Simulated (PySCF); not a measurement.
# C₇H₆O₂S: what the fields show

```xyz
16

O    -3.3432    1.3787    0.7897
C    -2.4664    0.5893    0.6633
C    -2.0210   -0.3919   -0.4044
C    -0.9041   -0.7081    0.6148
C     0.4835   -0.3807    0.2058
C     0.9904    0.8370   -0.1359
C     2.3548    0.7795   -0.4925
C     2.8591   -0.4781   -0.4245
S     1.6850   -1.6215    0.0898
O    -1.4697    0.2706    1.5243
H    -1.6909    0.0657   -1.3334
H    -2.7215   -1.1958   -0.6118
H    -0.9586   -1.7065    1.0569
H     0.4120    1.7434   -0.1202
H     2.9296    1.6381   -0.7881
H     3.8535   -0.8106   -0.6454
```

Geometry: GFN2-xTB.

Theory: PBE0/pcSseg-1, SCF density, gas phase, non-relativistic in PySCF 2.14.0.

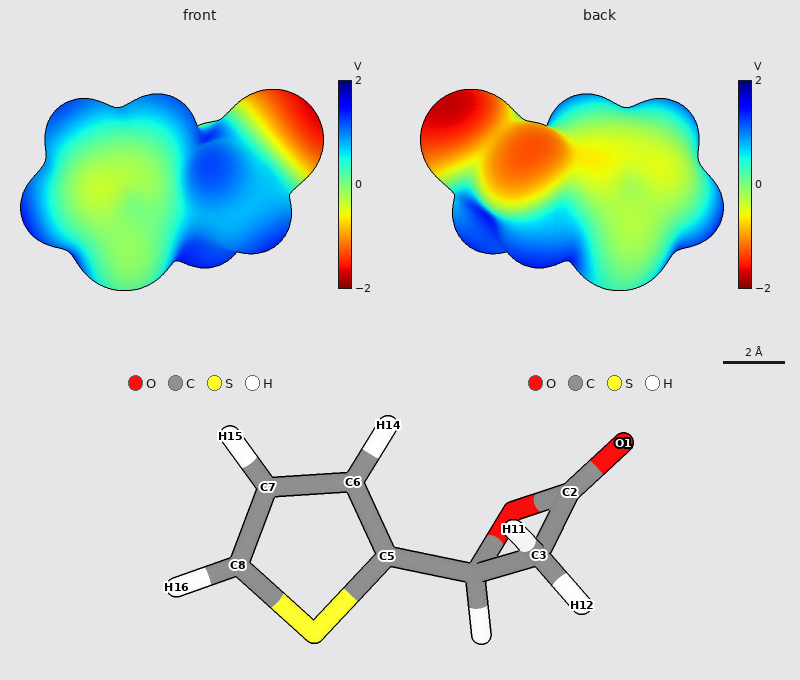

Figure 1. The electrostatic potential painted on the density surface at 0.002 e/bohr³, seen from the front and from behind; red is negative and blue positive. The bare structure is drawn below in the same view.

**Describe the electrostatic potential map.**

The most negative region (about −1.7 V, or −39 kcal/mol for a unit charge) lies over O1, the most positive (about +1.4 V, or +32 kcal/mol for a unit charge) over the C, H and S atoms. O1 is the likeliest acceptor of a hydrogen bond.

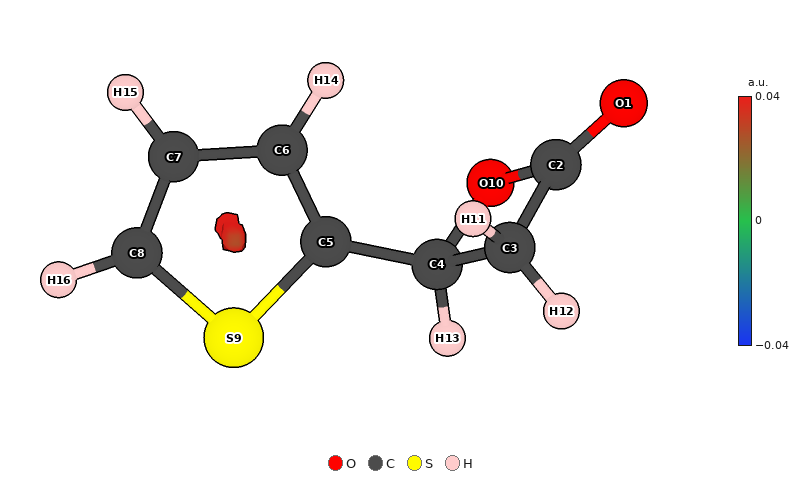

Figure 2. Non-covalent interaction (NCI) plot: the surface where the reduced density gradient is 0.5, for densities under 0.05 a.u., coloured by sign(λ₂)ρ; seen at a tilt.

**Identify the weak interactions.**

Inside the ring or cage of C5, C6, C7, C8 and S9: steric crowding (red).
